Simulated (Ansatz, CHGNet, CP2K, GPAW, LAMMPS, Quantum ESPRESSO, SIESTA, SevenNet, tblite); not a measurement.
**Quantum ESPRESSO on amorphous Hg33S25Se8 (66 atoms): settings against a plane-wave reference**

Aim: run amorphous Hg33S25Se8 (66 atoms) in Quantum ESPRESSO and see how near its forces come to a plane-wave reference, and at what cost.

Method: the method is named at each step, in Quantum ESPRESSO 7.5.

## Step 1: Set-up

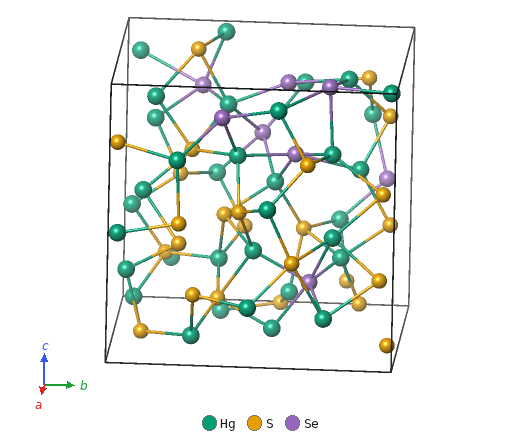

The starting structure, seen slightly off an axis (mercury teal, sulfur orange, selenium purple). Bonds to atoms that aren't drawn are left out. Some periodic images of atoms are drawn too.

The cell holds 66 atoms: 33 Hg, 25 S and 8 Se. Its edges and angles: a = 12.034 Å, b = 12.034 Å, c = 12.034 Å, α = 90.0°, β = 90.0°, γ = 90.0°. 66 atoms (33 Hg, 25 S, 8 Se) placed at random at 7.67 g/cm³, melted at 2500 K for 10 ps at fixed volume with the Stillinger-Weber II-VI potential (Zhou et al., Phys. Rev. B 88, 085309 (2013)). Quenched from 2500 K to 500 K at 10 K/ps and fixed volume, held 5 ps, then minimised at fixed cell.

The yardstick, on the same geometry:

```
method                 : Kohn-Sham DFT, PBE, PAW, plane waves (Ansatz 0.2.0); cutoff 420 eV, Γ point, fermi-dirac smearing of 0.05 eV; PAW set soft_2
r.m.s. force component : 0.3779 eV/Å
longest force          : 1.339 eV/Å
pressure               : -0.4884 GPa
SCF cycles             : 11
time                   : 32 s on 4 threads of Arm Neoverse V2, shared host
CPU time               : 2.1 min
```

## Step 2: PBE, sssp-1.3.0-efficiency, 45/360 Ry

Method: Kohn-Sham DFT, PBE, SSSP efficiency 1.3.0 pseudopotentials, plane waves.

pw.in reads:

```
&control
  calculation = 'scf'
  pseudo_dir = './pseudo'
  outdir = './tmp'
  disk_io = 'none'
  tprnfor = .true.
  tstress = .true.
/
&system
  ibrav = 0
  nat = 66
  ntyp = 3
  ecutwfc = 45
  ecutrho = 360
  nosym = .true.
  occupations = 'smearing'
  smearing = 'fd'
  degauss = 0.003675
/
&electrons
  conv_thr = 3.3e-07
  electron_maxstep = 100
  mixing_beta = 0.4
  mixing_mode = 'plain'
  diagonalization = 'david'
/
ATOMIC_SPECIES
Hg 200.592 Hg.upf
S 32.060 S.upf
Se 78.971 Se.upf
CELL_PARAMETERS angstrom
12.03400 0.00000 0.00000
0.00000 12.03400 0.00000
0.00000 0.00000 12.03400
ATOMIC_POSITIONS crystal
Hg 0.16766 0.63182 0.83001
Hg 0.95255 0.48940 0.20150
Hg 0.74042 0.77062 0.41261
Hg 0.37268 0.05822 0.08975
Hg 0.61928 0.48695 0.32859
Hg 0.86539 0.58038 0.89196
Hg 0.83538 0.74936 0.14362
Hg 0.89833 0.23102 0.71001
Hg 0.32468 0.35106 0.22588
Hg 0.89170 0.02669 0.44128
Hg 0.63350 0.42679 0.67069
Hg 0.01708 0.86134 0.68787
Hg 0.48667 0.12833 0.83855
Hg 0.46621 0.80223 0.91775
Hg 0.44846 0.84669 0.59101
Hg 0.55915 0.55460 0.03739
Hg 0.05700 0.04710 0.89844
Hg 0.58414 0.09597 0.52437
Hg 0.34201 0.54368 0.51177
Hg 0.08456 0.75757 0.32270
Hg 0.02573 0.16696 0.15148
Hg 0.94512 0.55243 0.55437
Hg 0.76784 0.96862 0.94552
Hg 0.25729 0.03919 0.39334
Hg 0.60130 0.04322 0.24154
Hg 0.24204 0.11456 0.70254
Hg 0.27208 0.59592 0.10081
Hg 0.69386 0.76213 0.70048
Hg 0.10031 0.32577 0.47997
Hg 0.73152 0.28188 0.04295
Hg 0.34551 0.37416 0.78511
Hg 0.42171 0.78321 0.26591
Hg 0.15345 0.35081 0.99848
S 0.23067 0.15823 0.21877
S 0.73297 0.94388 0.57198
S 0.61156 0.09995 0.02408
S 0.75590 0.44252 0.49638
S 0.16630 0.85496 0.85340
S 0.93918 0.98036 0.08110
S 0.26380 0.64159 0.32931
S 0.43925 0.37319 0.41178
S 0.65162 0.22762 0.35227
S 0.05123 0.55445 0.00902
S 0.45242 0.95505 0.39695
S 0.78422 0.93962 0.27489
S 0.38315 0.94419 0.77084
S 0.27477 0.20744 0.51394
S 0.13359 0.42850 0.29864
S 0.37089 0.26736 0.98540
S 0.49498 0.25966 0.65452
S 0.91097 0.63911 0.35617
S 0.55058 0.36183 0.13789
S 0.08819 0.78557 0.10368
S 0.90006 0.24081 0.48268
S 0.33090 0.84484 0.08056
S 0.86640 0.29319 0.22160
[... 6 atom lines left out ...]
Se 0.15960 0.48574 0.64293
Se 0.61518 0.68477 0.22033
Se 0.77876 0.37844 0.83915
Se 0.69766 0.74951 0.94377
K_POINTS gamma
```

The run is started by

```sh
$ OMP_NUM_THREADS=1 mpirun -np 4 pw.x -in pw.in > output.txt
```

Log:

```text
Program PWSCF
     gamma-point specific algorithms are used
     one sub-group per band group will be used
     scalapack distributed-memory algorithm (size of sub-group:  2*  2 procs)
     Parallelization info
     sticks:   dense  smooth     PW     G-vecs:    dense   smooth      PW
     Min        3703    1853    463               339107   119940   14999
     Max        3706    1856    466               339110   119946   15002
     Sum       14817    7417   1861              1356433   479769   60005
     bravais-lattice index     =            0
     lattice parameter (alat)  =      22.7410  a.u.
     unit-cell volume          =   11760.5226 (a.u.)^3
     number of atoms/cell      =           66
     number of atomic types    =            3
     number of electrons       =       858.00
     number of Kohn-Sham states=          515
     kinetic-energy cutoff     =      45.0000  Ry
     charge density cutoff     =     360.0000  Ry
     scf convergence threshold =      3.3E-07
     mixing beta               =       0.4000
     number of iterations used =            8  plain     mixing
     Exchange-correlation= SLA  PW   PBE  PBE
                           (   1   4   3   4   0   0   0)
     crystal axes: (cart. coord. in units of alat)
               a(1) = (   1.000000   0.000000   0.000000 )
               a(2) = (   0.000000   1.000000   0.000000 )
               a(3) = (   0.000000   0.000000   1.000000 )
     reciprocal axes: (cart. coord. in units 2 pi/alat)
               b(1) = (  1.000000  0.000000  0.000000 )
               b(2) = (  0.000000  1.000000  0.000000 )
               b(3) = (  0.000000  0.000000  1.000000 )
     PseudoPot. # 1 for Hg:
     Pseudo is Norm-conserving, Zval = 20.0
     PseudoPot. # 2 for S :
     Pseudo is Ultrasoft + core correction, Zval =  6.0
     PseudoPot. # 3 for Se:
     Pseudo is Ultrasoft + core correction, Zval =  6.0
     atomic species   valence    mass     pseudopotential
     Hg               20.00   200.59200     Hg( 1.00)
     S                 6.00    32.06000     S ( 1.00)
     Se                6.00    78.97100     Se( 1.00)
     No symmetry found
   Cartesian axes
     number of k points=     1  Fermi-Dirac smearing, width (Ry)=  0.0037
                       cart. coord. in units 2pi/alat
        k(    1) = (   0.0000000   0.0000000   0.0000000), wk =   2.0000000
     Dense  grid:   678217 G-vectors     FFT dimensions: ( 144, 144, 144)
     Smooth grid:   239885 G-vectors     FFT dimensions: ( 100, 100, 100)
     Initial potential from superposition of free atoms
     starting charge     857.9961, renormalised to     858.0000
     Starting wfcs are  462 randomized atomic wfcs +   53 random wfcs
     Self-consistent Calculation
     iteration #  1     ecut=    45.00 Ry     beta= 0.40
     Threshold (ethr) on eigenvalues was too large:
     Diagonalizing with lowered threshold
     total energy              =  -11183.11245244 Ry
     estimated scf accuracy    <       5.95898106 Ry
     iteration #  2     ecut=    45.00 Ry     beta= 0.40
     total energy              =  -11181.79642919 Ry
     estimated scf accuracy    <      26.35129608 Ry
     iteration #  3     ecut=    45.00 Ry     beta= 0.40
     total energy              =  -11184.72382794 Ry
     estimated scf accuracy    <       5.54967232 Ry
     iteration #  4     ecut=    45.00 Ry     beta= 0.40
     total energy              =  -11185.08529516 Ry
     estimated scf accuracy    <       2.06035142 Ry
     iteration #  5     ecut=    45.00 Ry     beta= 0.40
     total energy              =  -11185.19380206 Ry
     estimated scf accuracy    <       0.72599509 Ry
     iteration #  6     ecut=    45.00 Ry     beta= 0.40
     total energy              =  -11185.21256447 Ry
     estimated scf accuracy    <       0.21911082 Ry
[...]
total energy              =  -11185.22916128 Ry
[...]
iteration # 20     ecut=    45.00 Ry     beta= 0.40
     total energy              =  -11185.22916198 Ry
     estimated scf accuracy    <       0.00000160 Ry
     iteration # 21     ecut=    45.00 Ry     beta= 0.40
     total energy              =  -11185.22916222 Ry
     estimated scf accuracy    <       0.00000037 Ry
     iteration # 22     ecut=    45.00 Ry     beta= 0.40
     End of self-consistent calculation
          k = 0.0000 0.0000 0.0000 ( 30003 PWs)   bands (ev):
  -106.9542-106.8670-106.8587-106.8531-106.8412-106.8072-106.8056-106.8019
  -106.7274-106.7237-106.7114-106.6648-106.6606-106.6593-106.6583-106.6431
  -106.6366-106.6345-106.5973-106.5933-106.5718-106.5565-106.5542-106.5540
  -106.5426-106.5322-106.5271-106.5086-106.5065-106.5053-106.4887-106.4316
  -106.3347 -55.2841 -55.2691 -55.2652 -55.1957 -55.1955 -55.1857 -55.1834
   -55.1802 -55.1762 -55.1750 -55.1742 -55.1682 -55.1621 -55.1578 -55.1447
   -55.1442 -55.1369 -55.1352 -55.1260 -55.1249 -55.1180 -55.1173 -55.1148
   -55.1006 -55.0595 -55.0572 -55.0471 -55.0457 -55.0429 -55.0409 -55.0338
   -55.0271 -55.0216 -55.0018 -55.0003 -54.9962 -54.9953 -54.9926 -54.9858
   -54.9789 -54.9783 -54.9771 -54.9765 -54.9758 -54.9749 -54.9694 -54.9689
[...]
13.1307  13.1583  13.2214  13.3104  13.3907  13.4200  13.4295  13.5090
    13.5692  13.6041  13.6271  13.7048  13.7229  13.8079  13.8820  13.8999
    13.9411  14.0175  14.0559  14.1290  14.1648  14.2353  14.2766  14.2862
    14.3753  14.4192  14.4831
     the Fermi energy is     8.0279 ev
!    total energy              =  -11185.22916216 Ry
     estimated scf accuracy    <       0.00000015 Ry
     smearing contrib. (-TS)   =      -0.01431007 Ry
     internal energy E=F+TS    =  -11185.21485209 Ry
     The total energy is F=E-TS. E is the sum of the following terms:
     one-electron contribution =   -7048.70398879 Ry
     hartree contribution      =    3605.11564561 Ry
     xc contribution           =   -1352.31579291 Ry
     ewald contribution        =   -6389.31071599 Ry
     convergence has been achieved in  22 iterations
     Forces acting on atoms (cartesian axes, Ry/au):
     atom    1 type  1   force =    -0.01071976    0.02008863   -0.01034169
     atom    2 type  1   force =    -0.00517380   -0.01284799    0.00518954
     atom    3 type  1   force =    -0.00261521    0.01641416    0.00612508
     atom    4 type  1   force =    -0.01501698   -0.00921715   -0.00441195
     atom    5 type  1   force =    -0.01047512   -0.01809461    0.00953307
     atom    6 type  1   force =     0.00669799   -0.01326378    0.00481708
[...]
atom   64 type  3   force =     0.00995404   -0.01623380    0.01697920
     atom   65 type  3   force =    -0.01044084    0.00646009    0.01283940
     atom   66 type  3   force =    -0.01048596   -0.00617948   -0.02363844
     Total force =     0.206640     Total SCF correction =     0.002408
     Computing stress (Cartesian axis) and pressure
          total   stress  (Ry/bohr**3)                   (kbar)     P=      -10.74
  -0.00005758   0.00002462   0.00001352           -8.47        3.62        1.99
   0.00002462  -0.00009062   0.00001856            3.62      -13.33        2.73
   0.00001352   0.00001856  -0.00007082            1.99        2.73      -10.42
     Message from routine punch:
     Nothing written, as per user request (disk_io='none')
```

The job ended after 6.6 min (4 MPI ranks of Arm Neoverse V2, shared host; peak memory 4.5 GiB).

Banners, paths, timers and routine set-up lines are dropped from the logs unmarked, and long logs keep their key lines alone; longer cuts are marked.

Numbers from this run, and their distance from the reference:

```
r.m.s. force component                  : 0.3776 eV/Å
r.m.s. difference of force components   : 2.864 meV/Å
longest difference of force vectors     : 8.5 meV/Å
force difference over r.m.s. force      : 0.7581 %
slope of forces against the reference's : 0.9992
correlation of force components         : 1
pressure                                : -1.074 GPa
pressure difference                     : -0.5856 GPa
```

Length of the force difference by element (eV/Å):

```csv
element,atoms,mean,most
Hg,33,0.0049,0.0085
S,25,0.0043,0.008
Se,8,0.0041,0.0064
```

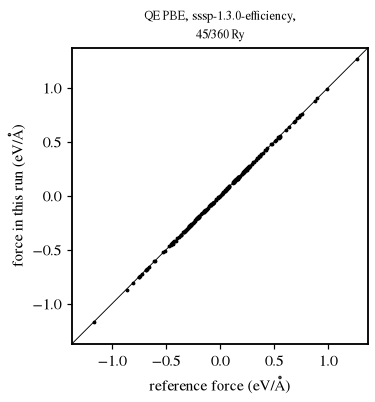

Force components against those of the reference; the line marks equality.

A closer look about Se61, one of the 8 Se atoms: 9 atoms, nearest first, numbered in the order of the input, with positions taken from that point.

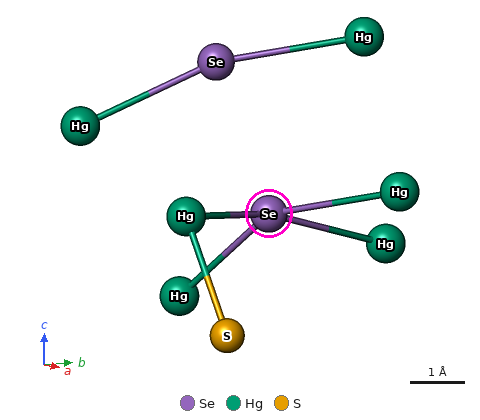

The atoms of the table, within 4.1 Å (arrows a, b, c point along x, y, z); some may hide others; the central atom is ringed.

```
atom      x      y      z  distance (Å)  bonds     Fx     Fy  Fz (eV/Å)
Se61   0.00   0.00   0.00          0.00      4  -0.01   0.63       0.09
Hg19  -2.00  -0.94  -1.70          2.79      4  -0.06  -0.34      -0.34
Hg11   1.51  -2.35   0.21          2.80      4   0.17  -0.32      -0.44
Hg28   2.23   1.69   0.57          2.85      4  -0.22   0.01      -0.13
Hg15  -0.72   2.70  -0.75          2.90      3   0.22   0.05      -0.04
Se62  -1.46  -0.44   2.73          3.12      5  -0.02  -0.09       0.55
Hg14  -0.51   2.17   3.18          3.88      4   0.01   0.15       0.34
Hg31  -1.96  -2.98   1.58          3.91      5   0.08  -0.15      -0.01
 S37   2.98  -2.16  -1.89          4.14      3  -0.07   0.17       0.20
```

Forces lie 0.76 % from the reference's, at 13 times its CPU time.

## Step 3: Results

| Property | Result |
| --- | --- |
| force difference from the reference | QE PBE, sssp-1.3.0-efficiency, 45/360 Ry, 0.76 % |
| its CPU time | 27 min |

In words: PBE on plane waves or a grid with other potentials, cutoffs or grids differs from the reference by 0.76 % (QE PBE, sssp-1.3.0-efficiency, 45/360 Ry) of the r.m.s. force; this holds the reference's own error, so differences of a few per cent don't tell which side is nearer the exact PBE result (QE's 45 Ry are 612 eV, against the reference's 420 eV). The potentials hold different valence shells: 938 electrons in the reference, 858 in Quantum ESPRESSO with SSSP; this bears on time and differences. The quench rate of 10 K/ps is many orders above laboratory rates, so the cell is likely richer in defects and strain than a real sample. The network of bonds at the start is that of the classical potential that made the cell, and needn't be the one that DFT or experiment would give. The electronic-structure runs sample only Γ, in a cell whose shortest periodic width is 12 Å, which is coarse for a cell with partly filled levels. Spin–orbit coupling is left out, which matters for the levels of the heavy elements.

[Also dropped from logs without a mark: logging warnings of Python, and SIESTA's first energy breakdown and zero terms.]

[Logs are printed without paths, hosts, clocks, repeated set-up lines and the standing remarks that a program may print on its own settings, such as how far it seeks lower states.]

[Hosts, paths, dates, database ids (printed as entryN), source tags and the programs' standing remarks are cut or masked in the printed files.]
